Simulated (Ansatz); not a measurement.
## Single-point calculation of InPH₃F₃

The run: single-point calculation of InPH₃F₃, SMILES [F][In-]([F])([F])[PH3+]. Method and program: RKS PBE0-D4/def2-TZVPP (Ansatz 0.2.0).

The geometry comes from this level: PBE0-D4/def2-TZVP.

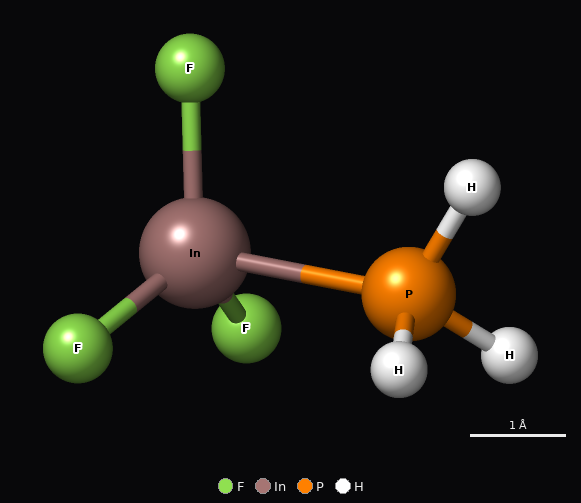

Figure 1. The structure as given in the input (ball-and-stick view, seen at a tilt). Sticks mark near contacts. Bond lengths as drawn: F–In 1.94 to 1.95 Å, H–P 1.41 Å and In–P 2.69 Å.

The input
```yaml
crystal:
  periodic: [false, false, false]
  atoms:
    - {symbol: F, position_ang: [-0.413560, -2.238990, 1.290365]}
    - {symbol: In, position_ang: [0.655322, -1.333378, -0.058669]}
    - {symbol: F, position_ang: [2.460187, -0.794506, 0.426712]}
    - {symbol: F, position_ang: [0.309266, -1.758231, -1.924834]}
    - {symbol: P, position_ang: [-0.518423, 1.079690, 0.035615]}
    - {symbol: H, position_ang: [-1.575277, 1.253579, 0.947476]}
    - {symbol: H, position_ang: [-1.118016, 1.556155, -1.144267]}
    - {symbol: H, position_ang: [0.292599, 2.178679, 0.371902]}
basis:
  gaussian: {orbitals: def2-TZVPP}
hamiltonian: {xc: pbe0, dispersion: d4}
output: {orbitals: {seedname: orbitals}}
```

Launch command:
```bash
ansatz run in.yaml --threads 4 --pin off --events-out ev --progress --plain --max-ram 10444MiB
```

Log
```
Functional definition: PBE0
  name "PBE0"
  cite "Adamo & Barone, J. Chem. Phys. 110, 6158 (1999) doi:10.1063/1.478522"
  cite "Perdew, Burke & Ernzerhof, Phys. Rev. Lett. 77, 3865 (1996) doi:10.1103/PhysRevLett.77.3865"
  parent pbe
  parameter a = 0.25
  parameter kappa = 0.804
  parameter beta = 0.06672455060314922
  exchange = (1 - a)*pbe_x(kappa = kappa, mu = beta*pi^2/3) + a*exact_x
  correlation = pbe_c(beta = beta)
1426 factors; their error is unknown
mean field evaluation 1: about -22649.7243 eV, gradient 7.0e1 eV
mean field evaluation 2: about -22626.5566 eV, gradient 1.4e2 eV
mean field evaluation 4: about -22657.1970 eV, gradient 2.4e0 eV
mean field evaluation 8: about -22657.2858 eV, gradient 6.3e-2 eV
mean field evaluation 16: about -22657.2858 eV, gradient 1.5e-5 eV
mean field -22657.28582562 eV, -832.6398964316 hartree, gradient 1.5e-5 eV, S^2 0.000000; 0 other end points of the search recorded, 0 dependent functions left out
reference -22657.28588221 eV, -832.6398985111 hartree; 33, 33 occupied and 194, 194 virtual orbitals, 1426 factors
Total energy: -22657.42200689 eV, -832.6449010011 hartree
```

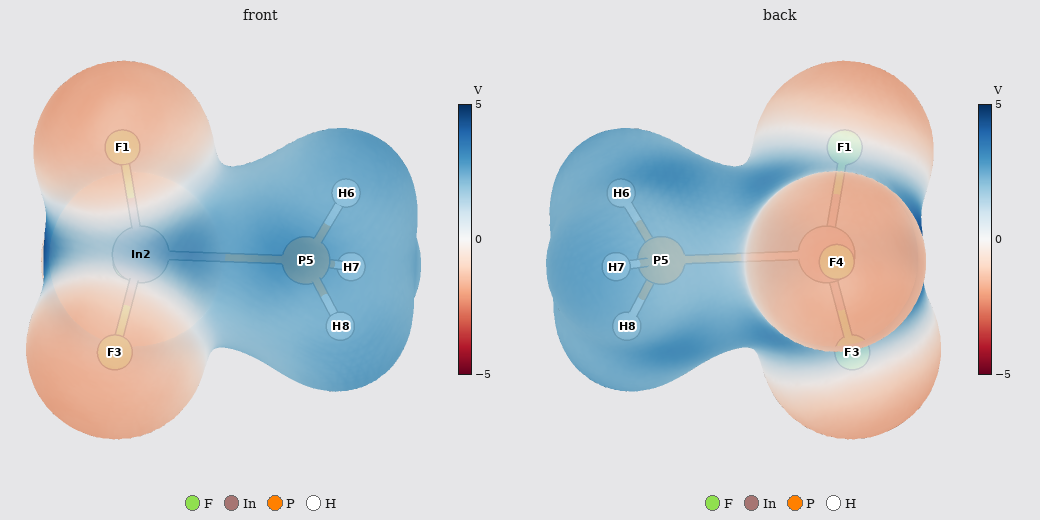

Figure 2. The electrostatic potential painted on the density surface at 0.004 e/bohr³, seen at a tilt and from behind; red is negative and blue positive.

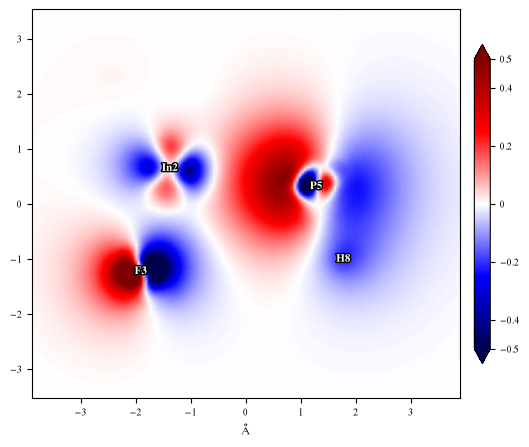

Figure 3. One frontier orbital on the plane of atoms In2, P5 and H8 (values in Å⁻³ᐟ²; the overall sign is arbitrary). The HOMO, at −9.75 eV.

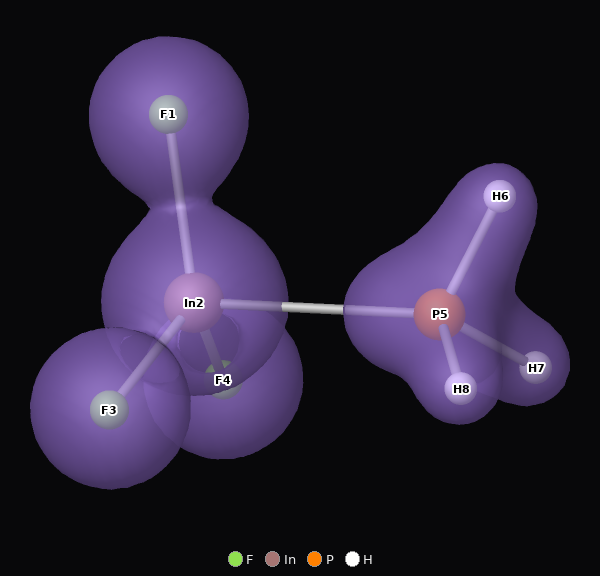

Figure 4. Isosurface of the total electron density at 0.6 e/Å³ (purple), seen at a tilt. At this value the surface falls into two separate pieces. It is pinched off along the In–P (2.69 Å) contacts. On the grid the lowest density along these lines, outside the cores, is 0.77 e/Å³ (In–F, 1.94 Å), 0.34 e/Å³ (In–P, 2.69 Å) and 1.2 e/Å³ (P–H, 1.41 Å).

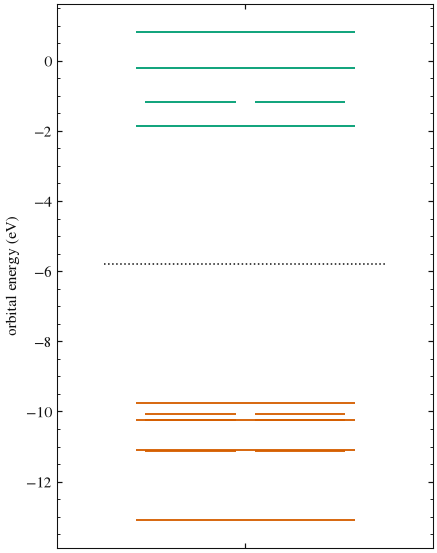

Figure 5. Orbital energies near the frontier; the dotted line parts filled from empty levels, and levels within 0.02 eV of each other stand side by side. Highest filled −9.75 eV, lowest empty −1.85 eV, 7.90 eV apart.

Results in brief

```json
{"quantity": "outcome", "value": "converged"}
{"quantity": "total energy", "value": "−22657.4220 eV"}
{"quantity": "mean-field energy", "value": "−22657.2859 eV"}
{"quantity": "dispersion energy", "value": "−0.1361 eV"}
{"quantity": "SCF solution under orbital rotations", "value": "stable"}
{"quantity": "HOMO", "value": "−9.75 eV"}
{"quantity": "LUMO", "value": "−1.85 eV"}
{"quantity": "hardware", "value": "4 threads of Intel Xeon @ 2.50GHz, 180 GiB of memory available, shared host"}
{"quantity": "wall time", "value": "11 s (CPU time 21 s)"}
{"quantity": "peak memory", "value": "0.59 GiB"}
```
